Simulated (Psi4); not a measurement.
**SiPH5O2 (SMILES O[SiH2]OP): HF/3-21G**

What is the vertical singlet–triplet gap of SiPH5O2 at HF/3-21G? 

Program for the calculation: Psi4 1.11.

## Step 1: Starting point

The species is SiPH5O2 (9 atoms), meant as a singlet with charge 0. SMILES: `O[SiH2]OP`. The shape is that of a PBE0-D4/def2-TZVP optimisation. This is one conformer, not always the lowest.

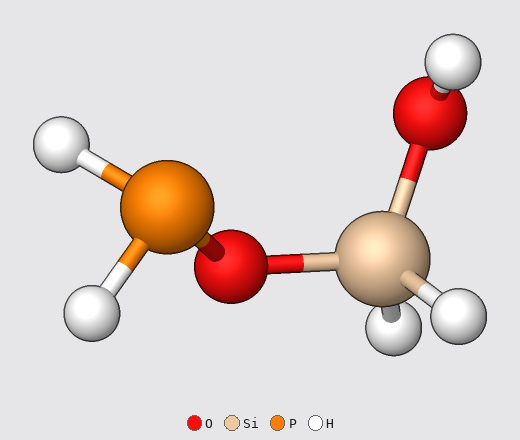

The structure, seen from a chosen angle (oxygen red, silicon light orange, phosphorus orange, hydrogen white).

## Step 2: The energy at HF/3-21G

File job.dat:

```
memory 2200 mb

molecule system {
  O     -0.307900     1.144300    -1.642900
  Si     0.817700     0.562000    -0.606400
  O      0.302400    -0.778100     0.201800
  P     -0.942200    -0.834900     1.277600
  H     -0.998700     1.706900    -1.290600
  H      1.170600     1.605300     0.391300
  H      1.964500     0.123500    -1.421100
  H     -0.305900    -1.590900     2.302600
  H     -1.612000    -1.984300     0.770600
  symmetry c1
}

set puream true
set e_convergence 1e-09
set d_convergence 1e-08
set scf_type pk

e_tot, wfn = energy("hf/3-21G", return_wfn=True)
oeprop(wfn, "DIPOLE", "LOWDIN_CHARGES", "QUADRUPOLE", title="HF")
print_variables()
```

The run is started by

```bash
$ psi4 -n 1 job.dat job.out
```

job.out (excerpt; [...] marks lines left out):

```text
[...]
  Running in c1 symmetry.
[...]
  Nuclear repulsion =  233.152845558399036
[...]
  Multiplicity = 1
[...]
  Nalpha       = 25
  Nbeta        = 25
[...]
    Number of basis functions: 54
[...]
   @RHF iter   1:  -778.14584825786312   -8.12504e-01   9.18115e-03 DIIS/ADIIS
[...]
   @RHF iter  11:  -778.25470185161032   -5.11591e-12   7.08731e-09 DIIS
[...]
    Orbital Energies [Eh]
    ---------------------
    Doubly Occupied:
       1A    -79.439311     2A    -68.366834     3A    -20.453997
       4A    -20.453638     5A     -7.505634     6A     -6.165347
       7A     -5.390625     8A     -5.389781     9A     -5.387255
      10A     -4.262294    11A     -4.261702    12A     -4.261367
      13A     -1.362165    14A     -1.337083    15A     -0.873292
      16A     -0.751755    17A     -0.657609    18A     -0.612381
      19A     -0.600602    20A     -0.569200    21A     -0.529541
      22A     -0.497667    23A     -0.476385    24A     -0.449585
      25A     -0.377642
[...]
  @RHF Final Energy:  -778.25470185161032
   => Energetics <=
    Nuclear Repulsion Energy =            233.1528455583990365
    One-Electron Energy =               -1541.9497117610435453
    Two-Electron Energy =                 530.5421643510341028
    Total Energy =                       -778.2547018516103208
[...]
 Multipole Moments:
 ------------------------------------------------------------------------------------
     Multipole            Electronic (a.u.)      Nuclear  (a.u.)        Total (a.u.)
 ------------------------------------------------------------------------------------
 L = 1.  Multiply by 2.5417464519 to convert [e a0] to [Debye]
 Dipole X            :         -1.7976993            1.3339041           -0.4637952
 Dipole Y            :         -0.3980402            0.8263463            0.4283061
 Dipole Z            :          1.2366956           -0.5023799            0.7343157
 Magnitude           :                                                    0.9683861
 L = 2.  Multiply by 1.3450342976 to convert [e a0^2] to [Debye ang]
 Quadrupole XX       :       -146.3365861          117.7378001          -28.5987861
 Quadrupole XY       :        -62.0396747           62.6623207            0.6226460
[...]
```

It took 1.3 s on 1 thread of Intel Xeon 6975P-C (Granite Rapids), shared host; peak memory 0.2 GiB.

## Step 3: The triplet at the same level

File input.dat:

```
memory 2200 mb

molecule m {
  0 3
  O     -0.58184667     2.16241360    -3.10463105
  Si     1.54522905     1.06202608    -1.14592992
  O      0.57145318    -1.47039590     0.38134673
  P     -1.78049995    -1.57773234     2.41431410
  H     -1.88726948     3.22557352    -2.43888054
  H      2.21211340     3.03357735     0.73944983
  H      3.71236697     0.23338118    -2.68548980
  H     -0.57806722    -3.00636529     4.35128337
  H     -3.04623851    -3.74978355     1.45622295
  units au
  symmetry c1
  no_reorient
  no_com
}

set basis 3-21G
set reference uhf
set puream true
set e_convergence 1e-09
set d_convergence 1e-08
set scf_type pk
set maxiter 100

e, wfn = energy('scf', return_wfn=True)
print_variables()
```

The run is started by

```bash
$ psi4 -i input.dat -o output.dat -n 1
```

output.dat (excerpt; [...] marks lines left out):

```text
[...]
  Running in c1 symmetry.
[...]
  Nuclear repulsion =  233.152845786720434
[...]
  Multiplicity = 3
[...]
  Nalpha       = 26
  Nbeta        = 24
[...]
    Number of basis functions: 54
[...]
   @UHF iter   1:  -777.91203355830430   -5.78690e-01   1.00954e-02 DIIS/ADIIS
[...]
   @UHF iter  20:  -778.06212928047910   -5.00222e-12   6.75043e-09 DIIS
[...]
   @S^2 Observed:                2.010754302E+00
[...]
    Orbital Energies [Eh]
    ---------------------
    Alpha Occupied:
       1A    -79.477307     2A    -68.363153     3A    -20.468482
       4A    -20.448165     5A     -7.540986     6A     -6.161925
       7A     -5.432805     8A     -5.428702     9A     -5.423476
      10A     -4.258760    11A     -4.258386    12A     -4.258121
      13A     -1.396289    14A     -1.339910    15A     -0.914189
      16A     -0.761744    17A     -0.676201    18A     -0.658453
      19A     -0.622592    20A     -0.585145    21A     -0.535719
      22A     -0.500774    23A     -0.489097    24A     -0.469259
      25A     -0.452897    26A     -0.174835
    Alpha Virtual:
[...]
  @UHF Final Energy:  -778.06212928047910
   => Energetics <=
    Nuclear Repulsion Energy =            233.1528457867204338
    One-Electron Energy =               -1541.4283319160606425
    Two-Electron Energy =                 530.2133568488610535
    Total Energy =                       -778.0621292804790983
  UHF NO Occupations:
  HONO-2 :   24  A 1.9966771
  HONO-1 :   25  A 1.0000000
[...]
 Multipole Moments:
 ------------------------------------------------------------------------------------
     Multipole            Electronic (a.u.)      Nuclear  (a.u.)        Total (a.u.)
 ------------------------------------------------------------------------------------
 L = 1.  Multiply by 2.5417464519 to convert [e a0] to [Debye]
 Dipole X            :          4.2539346           -4.7445353           -0.4906007
 Dipole Y            :          4.1108380           -3.5250952            0.5857428
 Dipole Z            :          0.9372021           -0.1919961            0.7452059
 Magnitude           :                                                    1.0672936
[...]
```

Run time: 1.4 s. Hardware: 1 thread of Intel Xeon 6975P-C (Granite Rapids), shared host; peak memory 0.2 GiB.

## Step 4: Outcome

Level: HF/3-21G.

| quantity | value |
| --- | --- |
| singlet: total energy | -778.25470 Eh |
| singlet: dipole moment | 2.46 D |
| singlet: HOMO energy | -10.28 eV |
| singlet: LUMO energy | 4.00 eV |
| singlet: HOMO–LUMO gap | 14.28 eV |
| triplet: total energy | -778.06213 Eh |
| triplet: dipole moment | 2.71 D |
| triplet: HOMO energy (highest over α and β) | -4.76 eV |
| triplet: LUMO energy (lowest over α and β) | -0.71 eV |
| triplet: ⟨S²⟩ | 2.011 |
| vertical energy of the triplet above the singlet | 5.240 eV |

What this shows: At this shape the triplet lies 5.24 eV (121 kcal/mol) above the singlet.
